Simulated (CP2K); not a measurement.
Consider 2-acetylfuran at its PBE geometry (Å).

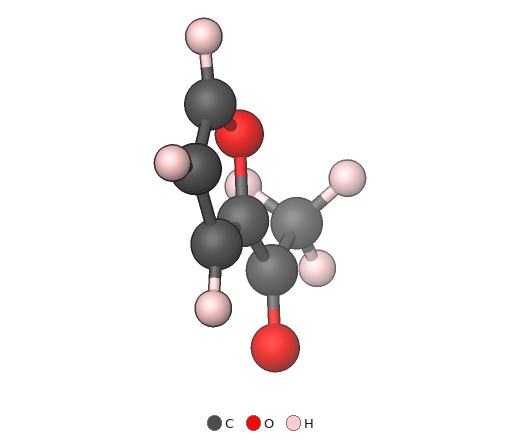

The molecule (carbon dark grey, oxygen red, hydrogen pink).

```xyz
14

C    -2.3018    0.5277   -0.0564
C    -1.3291   -0.6309   -0.1171
O    -1.6966   -1.8041   -0.2364
C     0.1025   -0.3266   -0.0273
C     1.2178   -1.1338   -0.0515
C     2.3484   -0.2813    0.0796
C     1.8575    0.9966    0.1772
O     0.4936    0.9972    0.1139
H    -3.3225    0.1440   -0.1438
H    -2.0992    1.2462   -0.8635
H    -2.1874    1.0776    0.8889
H     1.1997   -2.2128   -0.1530
H     3.3939   -0.5686    0.1000
H     2.3232    1.9689    0.2893
```

Method: CP2K XAS_TDP, all-electron GAPW, PBEh(45%), aug-cc-pVDZ, TDA, no relativity.

Where do the C K-edge lines lie, and how strong are they?

Leading lines: C1 284.66 eV, C2 281.92 eV, C4 282.34 eV, C5 281.07 eV, C6 282.05 eV and C7 282.40 eV. The leading line of an atom is its first one with 35 % of the strongest within 2.5 eV of its lowest line over the strength cut. 

The first six lines of each atom with a strength over 0.0015:

| atom | energy (eV) | states | strength, one atom |
| --- | --- | --- | --- |
| C1 (bonded to C and 3 H) | 284.02 | 1 | 0.0053 |
|  | 284.66 | 1 | 0.0207 |
|  | 284.90 | 1 | 0.0204 |
|  | 285.38 | 1 | 0.0024 |
|  | 285.50 | 2 | 0.0030 |
|  | 285.81 | 1 | 0.0025 |
| C2 (bonded to 2 C and O) | 281.92 | 1 | 0.0625 |
|  | 287.01 | 1 | 0.0105 |
|  | 288.12 | 1 | 0.0020 |
|  | 288.37 | 1 | 0.0021 |
|  | 288.56 | 1 | 0.0046 |
|  | 289.40 | 1 | 0.0028 |
| C4 (bonded to 2 C and O) | 282.34 | 1 | 0.0295 |
|  | 285.39 | 1 | 0.0242 |
|  | 286.06 | 1 | 0.0147 |
|  | 286.67 | 1 | 0.0089 |
|  | 286.81 | 1 | 0.0274 |
|  | 287.07 | 1 | 0.0034 |
| C5 (bonded to 2 C and H) | 281.07 | 1 | 0.0452 |
|  | 284.44 | 1 | 0.0067 |
|  | 284.87 | 1 | 0.0072 |
|  | 285.60 | 1 | 0.0042 |
|  | 286.07 | 1 | 0.0047 |
|  | 286.21 | 1 | 0.0038 |
| C6 (bonded to 2 C and H) | 282.05 | 1 | 0.0389 |
|  | 282.99 | 1 | 0.0153 |
|  | 284.48 | 1 | 0.0104 |
|  | 285.46 | 1 | 0.0021 |
|  | 285.95 | 1 | 0.0015 |
|  | 286.14 | 1 | 0.0042 |
| C7 (bonded to C, O and H) | 282.40 | 1 | 0.0523 |
|  | 285.80 | 1 | 0.0054 |
|  | 285.92 | 1 | 0.0161 |
|  | 286.69 | 1 | 0.0123 |
|  | 287.04 | 1 | 0.0024 |
|  | 287.39 | 2 | 0.0149 |

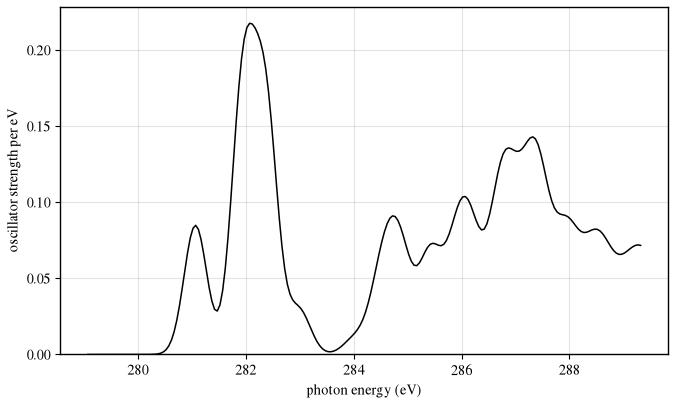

All atoms added, broadened by 0.5 eV.

Lines are vertical, at one geometry, with no vibrational structure. Without a correction of the core level, line positions, and the gaps between valence and Rydberg lines, follow the share of exact exchange. At this level such K lines come out 3 to 6 eV under measured ones. These values hold no scalar relativity, about 0.1 eV for C 1s. Rydberg lines, and the discretised continuum above threshold, depend on the basis and the box.

[Banner, clock and machine lines of the logs are left out without a mark of their own.]

[Logs are printed without paths, hosts, clocks, repeated set-up lines and the standing remarks that a program may print on its own settings, such as how far it seeks lower states.]

[Hosts, paths, dates, database ids (printed as entryN), source tags and the programs' standing remarks are cut or masked in the printed files.]
